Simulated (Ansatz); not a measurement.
# r2SCAN/cc-pVDZ run of CH4BClS (SMILES CSBCl)

What is the vertical ionisation energy of CH4BClS at r2SCAN/cc-pVDZ? 

Program for the calculation: Ansatz 0.2.0.

94 further runs of the same task are left out: 94 set aside as unsound or not needed.

### 1 The system as given

The species is CH4BClS (8 atoms), meant as a singlet with charge 0. SMILES: `CSBCl`. The shape is that of a PBE0-D4/def2-TZVP optimisation. This is one conformer, not always the lowest.

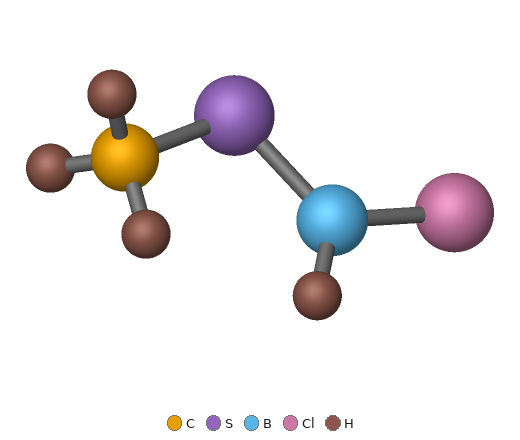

Viewed from a chosen angle; carbon amber, sulfur purple, boron blue, chlorine pink, hydrogen brown.

### 2 The energy at r2SCAN/cc-pVDZ

Contents of run.yaml:

```yaml
crystal:
  periodic: [false, false, false]
  atoms:
    - {symbol: C, position_ang: [-0.471000, 1.184200, 0.216300]}
    - {symbol: S, position_ang: [0.979400, 0.341100, -0.461900]}
    - {symbol: B, position_ang: [0.578900, -1.367600, -0.269600]}
    - {symbol: Cl, position_ang: [1.728300, -2.572200, -0.805600]}
    - {symbol: H, position_ang: [-1.201900, 0.455300, 0.560900]}
    - {symbol: H, position_ang: [-0.157800, 1.812600, 1.049100]}
    - {symbol: H, position_ang: [-0.912200, 1.808700, -0.559500]}
    - {symbol: H, position_ang: [-0.451500, -1.719100, 0.214500]}
basis:
  gaussian:
    orbitals: cc-pVDZ
accuracy: high
hamiltonian:
  xc: r2scan
output:
  orbitals: {seedname: orbitals}
```

On the command line:

```
$ ansatz run run.yaml --threads 1 --pin off --max-ram 2610MiB --events-out events.jsonl --progress --plain --runs-dir runs
```

Standard output:

```text
Warning: RAYON_NUM_THREADS=1 ignored (pool sized by the plan → 1); use --threads N
Functional definition: r2SCAN
  name "r2SCAN"
  parameter k0 = 0.174
  parameter k1 = 0.065
  parameter a1 = 4.9479
  exchange = r2scan_x(k0 = k0, k1 = k1, a1 = a1)
  correlation = r2scan_c
1973 factors; integrals over basis functions are off by at most 6.8e-9 eV
mean field evaluation 1: about -25131.6075 eV, gradient 4.0e1 eV
mean field evaluation 2: about -25127.9962 eV, gradient 5.3e1 eV
mean field evaluation 4: about -25135.8251 eV, gradient 1.5e0 eV
mean field evaluation 8: about -25135.8260 eV, gradient 3.3e-2 eV
mean field evaluation 16: about -25135.8260 eV, gradient 3.9e-6 eV
mean field -25135.82596053 eV, -923.7245663748 hartree, gradient 7.5e-8 eV, S^2 0.000000; 0 other end points of the search recorded, 0 dependent functions left out
reference -25135.82596118 eV, -923.7245663985 hartree; 24, 24 occupied and 60, 60 virtual orbitals, 1973 factors
Total energy: -25135.82596118 eV, -923.7245663985 hartree
```

It took 15 s on 1 thread of Arm Neoverse V1, shared host; peak memory 0.27 GiB.

### 3 The doublet cation at the same level

Contents of input.yaml:

```yaml
crystal:
  periodic: [false, false, false]
  atoms:
    - {symbol: C, position_ang: [-0.471000, 1.184200, 0.216300]}
    - {symbol: S, position_ang: [0.979400, 0.341100, -0.461900]}
    - {symbol: B, position_ang: [0.578900, -1.367600, -0.269600]}
    - {symbol: Cl, position_ang: [1.728300, -2.572200, -0.805600]}
    - {symbol: H, position_ang: [-1.201900, 0.455300, 0.560900]}
    - {symbol: H, position_ang: [-0.157800, 1.812600, 1.049100]}
    - {symbol: H, position_ang: [-0.912200, 1.808700, -0.559500]}
    - {symbol: H, position_ang: [-0.451500, -1.719100, 0.214500]}
basis:
  gaussian: {orbitals: cc-pVDZ}
total_charge: 1
magnetization: {spin_polarized: true, initial_magnetization: 1}
hamiltonian: {xc: {name: r2SCAN}}
accuracy: high
output: {orbitals: {seedname: orbitals}}
```

On the command line:

```
$ ansatz run input.yaml --threads 1 --pin off --max-ram 2610MiB --events-out events.jsonl --progress --plain --runs-dir runs
```

Standard output, shortened:

```text
Warning: RAYON_NUM_THREADS=1 ignored (pool sized by the plan → 1); use --threads N
[... 7 set-up lines as earlier in the session ...]
1973 factors; integrals over basis functions are off by at most 6.8e-9 eV
mean field evaluation 1: about -25118.6909 eV, gradient 3.8e1 eV
mean field evaluation 2: about -25105.3122 eV, gradient 5.5e1 eV
mean field evaluation 4: about -25125.8782 eV, gradient 4.7e0 eV
mean field evaluation 8: about -25126.0414 eV, gradient 1.3e-1 eV
mean field evaluation 16: about -25126.0363 eV, gradient 7.3e-5 eV
mean field evaluation 32: about -25125.4461 eV, gradient 6.5e0 eV
mean field -25126.03630464 eV, -923.3648031564 hartree, gradient 5.6e-8 eV, S^2 0.757292; 4 other end points of the search recorded, 0 dependent functions left out
reference -25126.03630632 eV, -923.3648032180 hartree; 24, 23 occupied and 60, 61 virtual orbitals, 1973 factors
Total energy: -25126.03630632 eV, -923.3648032180 hartree
```

It took 38 s on 1 thread of Arm Neoverse V1, shared host; peak memory 0.41 GiB.

### 4 Results

Level: r2SCAN/cc-pVDZ.

| quantity | value |
| --- | --- |
| singlet CH4BClS: total energy | -923.72457 Eh |
| singlet CH4BClS: HOMO energy | -6.77 eV |
| singlet CH4BClS: LUMO energy | -1.55 eV |
| singlet CH4BClS: HOMO–LUMO gap | 5.22 eV |
| doublet cation: total energy | -923.36480 Eh |
| doublet cation: HOMO energy (highest over α and β) | -13.23 eV |
| doublet cation: LUMO energy (lowest over α and β) | -12.68 eV |
| doublet cation: ⟨S²⟩ | 0.757 |
| vertical ionisation energy (to the doublet cation) | 9.790 eV |

Removing an electron at fixed nuclei costs 9.79 eV (945 kJ/mol). The negative HOMO energy of the first species, 6.77 eV, lies 3.02 eV below that difference.
